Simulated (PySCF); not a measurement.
# HBS (hydrogen boron sulfide) at NEVPT2(10,9)/STO-6G

Aim: the vertical ionisation energy of HBS (hydrogen boron sulfide) at NEVPT2(10,9)/STO-6G, from 2 runs. Input form: a Python script.

The calculation is run with PySCF 2.14.0.

9 further runs of the same task are left out: 9 set aside as unsound or not needed.

### 1 The system as given

The species is HBS (3 atoms), meant as a singlet with charge 0. As SMILES, `B=S`. Geometry: relaxed at PBE0-D4/def2-TZVP.

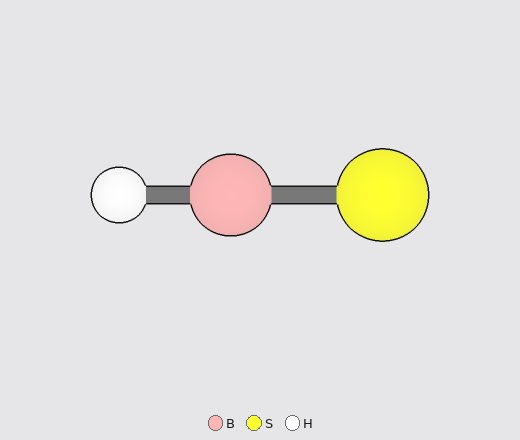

Viewed from a chosen angle; boron pink, sulfur yellow, hydrogen white.

### 2 A single-point energy at NEVPT2(10,9)/STO-6G

File mol.xyz:

```xyz
3
BHS
B     -0.038660    -0.014560     0.134750
S      0.399170     0.147640    -1.393290
H     -0.360510    -0.133080     1.258530
```

File input.py:

```python
# hydrogen boron sulfide
import numpy
from pyscf import gto, scf, mp, mcscf, mrpt

mol = gto.M(
    atom='mol.xyz',
    verbose=3,
    basis='sto-6g',
    max_memory=1860,
    spin=0,
)

mf = mol.RHF()
mf.conv_tol = 1e-10
mf.kernel()
if not mf.converged:
    mf = mf.newton().run(mf.mo_coeff, mf.mo_occ)

pt = mp.MP2(scf.addons.convert_to_uhf(mf)).run()
noons, natorbs = mcscf.addons.make_natural_orbitals(pt)
print('natural occupations', numpy.round(noons[:40], 4))
cas = mcscf.CASSCF(mf, 9, 10)
cas.fix_spin_(ss=0.0)
cas.natorb = True
cas.kernel(natorbs)
e_pt2 = mrpt.NEVPT(cas).kernel()
etot = cas.e_tot + e_pt2
print(f'total energy: {etot:.8f} hartree')
```

The run is started by

```
$ OMP_NUM_THREADS=1 python input.py
```

Standard output:

```text
converged SCF energy = -421.364149347634
E(UMP2) = -421.470326892012  E_corr = -0.106177544377833
E(SCS-UMP2) = -421.46990210039  E_corr = -0.105752752755802
natural occupations [2.     2.     2.     2.     2.     1.9999 1.9981 1.9881 1.9755 1.9482
 1.9482 0.054  0.054  0.0252 0.009 ]
CASSCF energy = -421.484946931997
CASCI E = -421.484946931997  E(CI) = -21.5925887505562  S^2 = 0.0000000
Sr    (-1)',   E = -0.00000000000000
Si    (+1)',   E = -0.00030848140611
Sijrs (0)  ,   E = 0.00000000000000
Sijr  (+1) ,   E = -0.00000000000000
Srsi  (-1) ,   E = -0.00000000000000
Srs   (-2) ,   E = 0.00000000000000
Sij   (+2) ,   E = -0.00057231077718
Sir   (0)' ,   E = -0.00000000000000
Nevpt2 Energy = -0.000880792183296
total energy: -421.48582772 hartree
```

It took 7.2 s on 1 thread of Arm Neoverse V1, shared host; peak memory 0.14 GiB.

### 3 The doublet cation at the same level

File calc.py:

```python
import numpy
from pyscf import gto, scf, mp, mcscf, mrpt

mol = gto.M(
    atom=[
    ('B', (-0.038660, -0.014560, 0.134750)),
    ('S', (0.399170, 0.147640, -1.393290)),
    ('H', (-0.360510, -0.133080, 1.258530)),
],
    spin=1,
    verbose=3,
    basis='sto-6g',
    max_memory=1860,
    charge=1,
)

mf = scf.ROHF(mol)
mf.conv_tol = 1e-10
mf.kernel()
if not mf.converged:
    mf = mf.newton().run(mf.mo_coeff, mf.mo_occ)

pt = mp.MP2(scf.addons.convert_to_uhf(mf)).run()
noons, natorbs = mcscf.addons.make_natural_orbitals(pt)
print('natural occupations', numpy.round(noons[:40], 4))
cas = mcscf.CASSCF(mf, 9, 9)
cas.fix_spin_(ss=0.75)
cas.natorb = True
cas.kernel(natorbs)
e_pt2 = mrpt.NEVPT(cas).kernel()
e_tot = cas.e_tot + e_pt2
print(f'total energy: {e_tot:.8f} hartree')
```

The run is started by

```
$ OMP_NUM_THREADS=1 python calc.py
```

Standard output:

```text
converged SCF energy = -421.088751571419
E(UMP2) = -421.153504747191  E_corr = -0.0647531757726325
E(SCS-UMP2) = -421.155148214028  E_corr = -0.0663966426092358
natural occupations [2.     2.     2.     2.     2.     1.9999 1.9971 1.9872 1.9811 1.9692
 0.9919 0.0332 0.0184 0.0137 0.0085]
CASSCF energy = -421.173311307483
CASCI E = -421.173311307483  E(CI) = -21.2716126420950  S^2 = 0.7500000
Sr    (-1)',   E = -0.00000000000000
Si    (+1)',   E = -0.00034878291711
Sijrs (0)  ,   E = 0.00000000000000
Sijr  (+1) ,   E = -0.00000000000000
Srsi  (-1) ,   E = -0.00000000000000
Srs   (-2) ,   E = 0.00000000000000
Sij   (+2) ,   E = -0.00070548287581
Sir   (0)' ,   E = -0.00000000000000
Nevpt2 Energy = -0.001054265792926
total energy: -421.17436557 hartree
```

Wall time 7.2 s (1 thread of Arm Neoverse V1, shared host); peak memory 0.14 GiB.

### 4 Summary of results

Level: NEVPT2(10,9)/STO-6G.

| quantity | value |
| --- | --- |
| singlet HBS: total energy | -421.48583 Eh |
| singlet HBS: dipole moment (Hartree–Fock density) | 0.96 D |
| singlet HBS: HOMO energy (Hartree–Fock orbitals) | -7.97 eV |
| singlet HBS: LUMO energy (Hartree–Fock orbitals) | 7.70 eV |
| singlet HBS: HOMO–LUMO gap (Hartree–Fock orbitals) | 15.66 eV |
| doublet cation: total energy | -421.17437 Eh |
| vertical ionisation energy (to the doublet cation) | 8.475 eV |

**Reading.** The vertical ionisation energy comes to 8.48 eV (195 kcal/mol). In a minimal basis such a difference can be off by several eV, whatever the method. Mulliken charges (doublet cation) of the mean-field density run from +0.10 on H3 to +0.54 on S2; they depend strongly on the basis.
